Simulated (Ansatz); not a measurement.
AlH8NSSi3

```json
{"atom": "N", "x (Å)": "1.0154", "y (Å)": "-2.1332", "z (Å)": "2.0988"}
{"atom": "Si", "x (Å)": "0.8075", "y (Å)": "-0.5276", "z (Å)": "2.7239"}
{"atom": "Al", "x (Å)": "0.4096", "y (Å)": "0.4863", "z (Å)": "0.2694"}
{"atom": "Si", "x (Å)": "-0.3320", "y (Å)": "-0.5218", "z (Å)": "-1.8490"}
{"atom": "Si", "x (Å)": "-0.6230", "y (Å)": "1.8011", "z (Å)": "-1.4743"}
{"atom": "S", "x (Å)": "-2.3427", "y (Å)": "3.0784", "z (Å)": "-1.8465"}
{"atom": "H", "x (Å)": "0.7360", "y (Å)": "-2.5008", "z (Å)": "1.1957"}
{"atom": "H", "x (Å)": "1.6556", "y (Å)": "-2.7594", "z (Å)": "2.5732"}
{"atom": "H", "x (Å)": "-0.4382", "y (Å)": "-0.1794", "z (Å)": "1.6868"}
{"atom": "H", "x (Å)": "1.6338", "y (Å)": "0.4896", "z (Å)": "1.4318"}
{"atom": "H", "x (Å)": "-1.5761", "y (Å)": "-1.2778", "z (Å)": "-1.4929"}
{"atom": "H", "x (Å)": "0.2525", "y (Å)": "-1.1253", "z (Å)": "-3.0848"}
{"atom": "H", "x (Å)": "0.4942", "y (Å)": "2.4847", "z (Å)": "-2.1950"}
{"atom": "H", "x (Å)": "-3.2024", "y (Å)": "2.3937", "z (Å)": "-1.0621"}
```

The calculation used Ansatz 0.2.0, RKS B3LYP-D4/6-31G*.

Q: What can the converged electron density and electron localisation function tell about the bonding?

A: Si–S (2.17 Å): ρ is about 0.76 e/Å³ halfway, with its minimum of 0.62 e/Å³ about 0.8 Å from Si; the ELF peaks at about 0.90 between the atoms; a shared electron pair.
Al–Si (2.42 Å): the density is about 0.44 e/Å³ at the midpoint, with its minimum of 0.38 e/Å³ about 0.9 Å from Al; the ELF peaks at about 0.90 between the atoms, as expected for localised, covalent bonding.

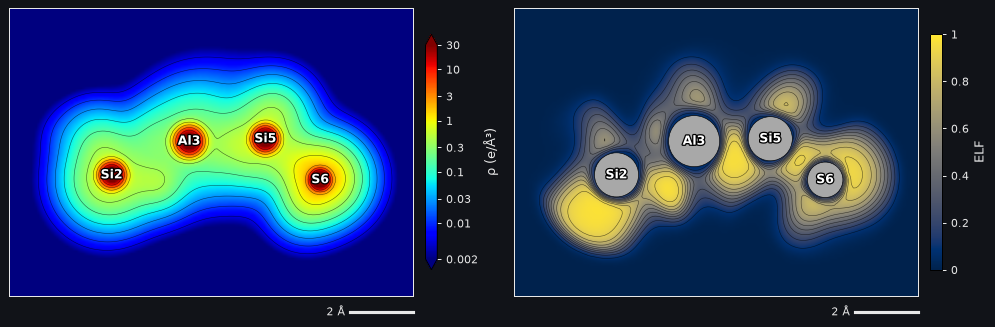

Computed electron density and electron localisation function on the plane of atoms Al3, Si5 and S6, in this order. Grey discs cover the atomic cores in the ELF map. 
